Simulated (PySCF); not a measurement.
F₈Si₃ (Si3F8)

The calculation's input:

```
{"job": {"kind": "nmr", "xc": "PBE0", "basis": "pcSseg-1"}, "charge": 0, "multiplicity": 1}
Si     1.658067     0.295809    -1.084998
F      2.558331     1.411055    -0.371564
F      0.737483     1.023670    -2.178229
F      2.632226    -0.726220    -1.837795
Si     0.254513    -0.771550     0.446063
F      1.017055    -0.855969     1.866897
F     -0.008750    -2.271950    -0.090630
Si    -1.816634     0.253319     0.773267
F     -1.589658     1.775033     1.222057
F     -2.638691     0.255557    -0.601255
F     -2.705873    -0.474245     1.887076
```

Command:

```sh
OMP_NUM_THREADS=1 python probes_run.py task.json out
```

Geometry: PBE0-D3(BJ)/def2-SVP.

All numbers below come from PBE0/pcSseg-1, SCF density, gas phase, non-relativistic in PySCF.

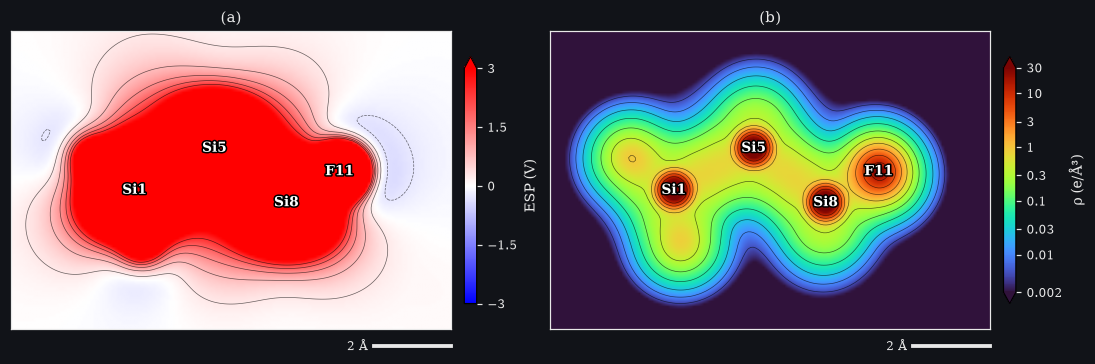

Figure 1. (a) molecular electrostatic potential; (b) electron density on the plane of atoms Si1, Si5 and Si8.

Question: What does the map show?

Answer: The section cuts through Si and F sites. Si–F (1.60 Å): the density is about 1.1 e/Å³ at the midpoint. Si–Si (2.33 Å): ρ at the midpoint is about 0.73 e/Å³. Outside the dense part of the molecule the potential is most negative (−0.4 V) near F11.

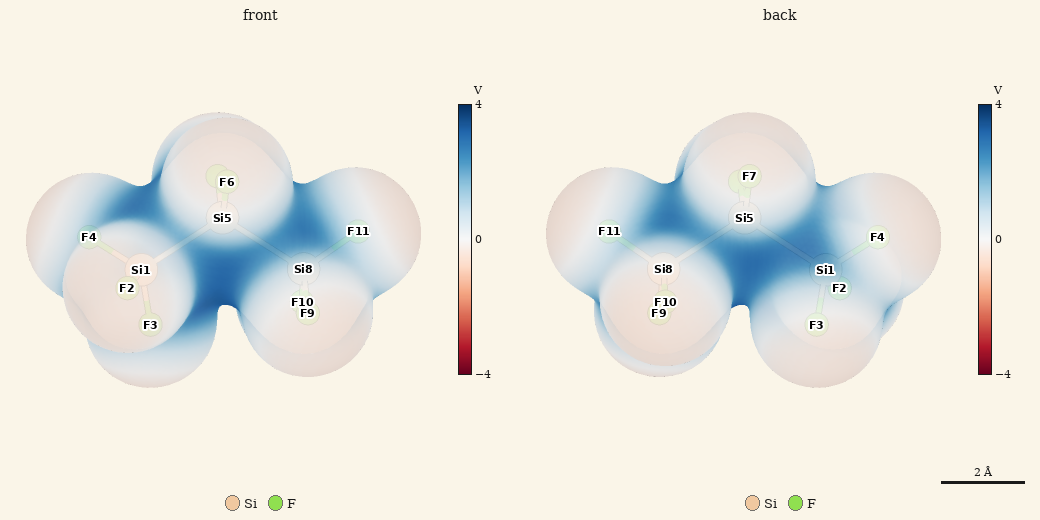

Figure 2. The molecular electrostatic potential painted on the density surface at 0.002 e/bohr³, seen from the front and from behind; red is negative and blue positive.

Question: Describe the electrostatic potential map.

Answer: The most negative region (about −0.4 V, or −9 kcal/mol for a unit charge) lies over the F atoms, the most positive (about +3.3 V, or +76 kcal/mol for a unit charge) over Si1, Si5 and Si8.

Question: What dipole moment does the calculation give?

Answer: Its dipole moment is 0.29 D.
